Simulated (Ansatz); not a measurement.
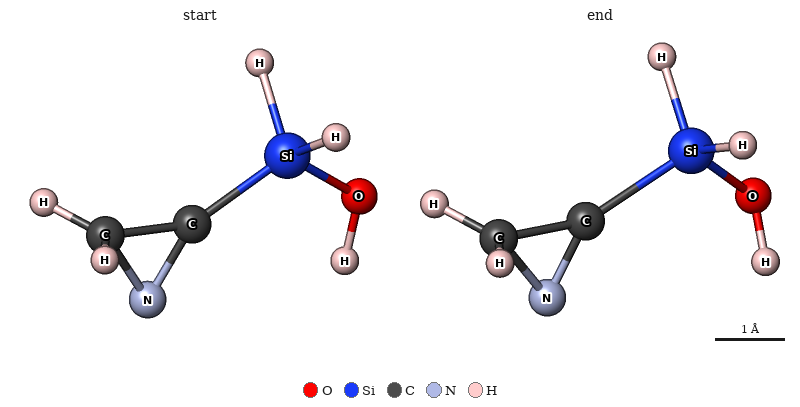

The structure of C$_{2}$H$_{5}$NOSi (coarse preliminary run) before (left) and after (right) a relaxation, at one scale.

A ball-and-stick model, seen from a free direction.

The start comes from a force field.

These are results of RKS PBE-D4/def2-SVP in Ansatz 0.2.0, not measurements.

Input file:
```yaml
crystal:
  periodic: [false, false, false]
  atoms:
    - {symbol: O, position_ang: [-2.072000, -0.919500, -0.858300]}
    - {symbol: Si, position_ang: [-0.892200, -0.819900, 0.246700]}
    - {symbol: C, position_ang: [0.340700, 0.335500, -0.111300]}
    - {symbol: N, position_ang: [0.798100, 1.220200, -0.955000]}
    - {symbol: C, position_ang: [1.594800, 0.923500, 0.254600]}
    - {symbol: H, position_ang: [-2.020000, -0.241600, -1.615600]}
    - {symbol: H, position_ang: [-0.324200, -2.193500, 0.367800]}
    - {symbol: H, position_ang: [-1.479700, -0.538600, 1.559300]}
    - {symbol: H, position_ang: [2.530200, 0.452200, 0.092500]}
    - {symbol: H, position_ang: [1.607600, 1.730500, 1.022500]}
basis:
  gaussian: {orbitals: def2-SVP}
hamiltonian: {xc: pbe, dispersion: d4}
relax: {f_tol: 0.03, max_steps: 200}
```

Launched with:
```bash
ansatz run in.yaml --threads 4 --pin off --events-out ev --progress --plain --max-ram 10444MiB
```

Question: Summarise the run.

Answer: The atom that moves furthest after the best rigid fit is H6 (0.35 Å). By element the largest moves are H 0.35 Å, O 0.25 Å, C 0.12 Å, Si 0.11 Å, N 0.03 Å. Near-neighbour distances that change, for instance: Si2–C3 1.727 → 1.876 Å, O1–Si2 1.620 → 1.675 Å, C5–H9 1.060 → 1.105 Å, O1–H6 1.018 → 0.974 Å. Among the angles between lasting bonds that change: Si2–C3–N4 146.9° → 141.2°, H7–Si2–H8 104.9° → 110.4°, C3–Si2–H8 110.1° → 105.5°. Groups turn about O1–Si2 by about 45°. The energy falls by 12.3 kcal/mol in 17 accepted moves (21 points after the start). The largest force component goes from 3 to 0.013 eV/Å. The line search rejected the trial steps at points 8, 10, 14, 19 of the run. The forces were under the threshold at step 11, but the run went on from there.
